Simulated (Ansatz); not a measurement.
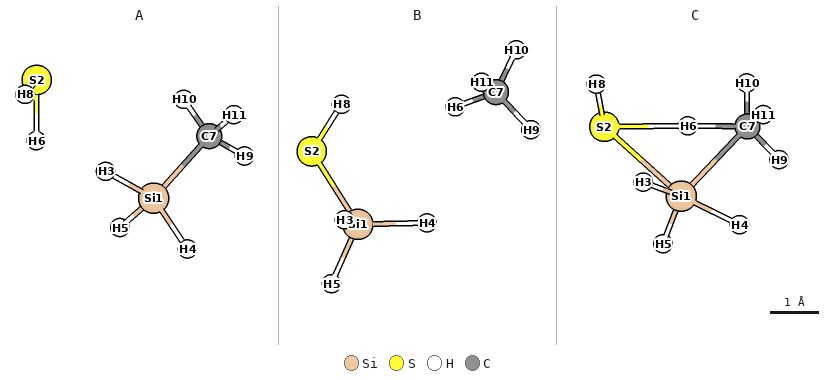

Three geometries of CH8SSi: a saddle point and the two minima that it joins, in shuffled order. The picture is a ball-and-stick view, seen at a tilt. Sticks join atoms that are closer than about 1.2 times the sum of their covalent radii (a little more with hydrogen).

Stationary points at PBE0-D4/def2-TZVP, single-point energies with CCSD(T)/CBS (def2-TZVPP where no basis is named; Ansatz 0.2.0). The energies are electronic, without zero-point or thermal terms, and both ends are the minima reached downhill from the saddle, with any fragments still in contact. CCSD(T)/CBS stands for a frozen-core estimate: MP2 correlation extrapolated from def2-TZVPP and def2-QZVPP, CCSD(T) minus MP2 from the smaller set.

**Which frame is the transition state, what reaction does it lead through, and what barrier is to be expected?**

Frame C is the saddle point. Counted by bonded pieces, B holds CH₄ + SiH₄S and A holds CH₆Si + H₂S. From B over the saddle to A, bonds form: Si1–C7 (4.24 → 2.15 → 1.87 Å), S2–H6 (3.27 → 1.80 → 1.34 Å). Bonds break: Si1–S2 (2.14 → 2.54 → 3.97 Å), H6–C7 (1.09 → 1.30 → 4.01 Å). The saddle has one imaginary mode, 991i cm⁻¹. With CCSD(T)/CBS the barrier is 70.9 kcal/mol from B and 56.9 kcal/mol from A, and A lies 13.9 kcal/mol above B.
